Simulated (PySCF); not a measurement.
The calculation's input:

```
{"job": {"kind": "uv", "xc": "B3LYP", "basis": "def2-SVPD", "nstates": 8, "ntriplets": 3}, "charge": 0, "multiplicity": 1}
C      0.948014     2.190189     0.976123
C      0.908342     1.203346     0.300163
C      0.864442     0.003543    -0.515844
C      1.823205    -1.044848     0.057469
C     -0.548322    -0.551579    -0.600533
C     -1.703986     0.456130    -0.857773
Si    -1.799291    -0.421754     0.793219
F     -2.870735    -1.630150     0.896230
H      0.989847     3.058232     1.563844
H      1.199375     0.275288    -1.527718
H      1.504046    -1.331138     1.057714
H      2.835011    -0.649034     0.113948
H      1.828843    -1.931794    -0.572569
H     -0.580561    -1.430276    -1.239959
H     -1.399157     1.492445    -0.901268
H     -2.379728     0.207136    -1.665525
H     -1.626344     0.116295     2.112569
```

Launched as:

```sh
OMP_NUM_THREADS=1 python probes_run.py task.json out
```

Geometry: GFN2-xTB.

Computed with B3LYP/def2-SVPD, SCF density, gas phase in PySCF.

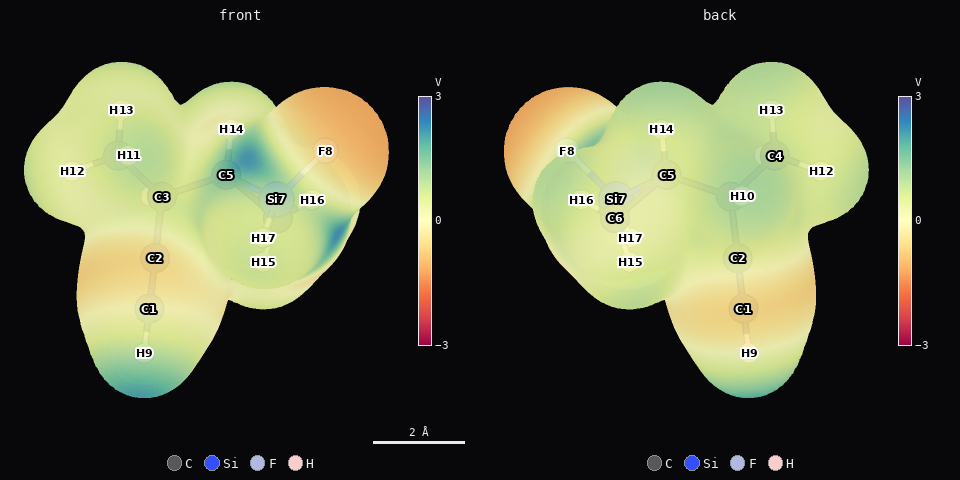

C₆H₉FSi. The electrostatic potential painted on the density surface at 0.004 e/bohr³, seen from the front and from behind; the colour scale runs from red (negative) to blue (positive).

Q: Describe the electrostatic potential map.

A: The most negative region (about −1.1 V) lies over F8, the most positive (about +2.1 V) over Si7 and H9.

Q: What dipole moment does the calculation give?

A: Its dipole moment is 1.45 D.
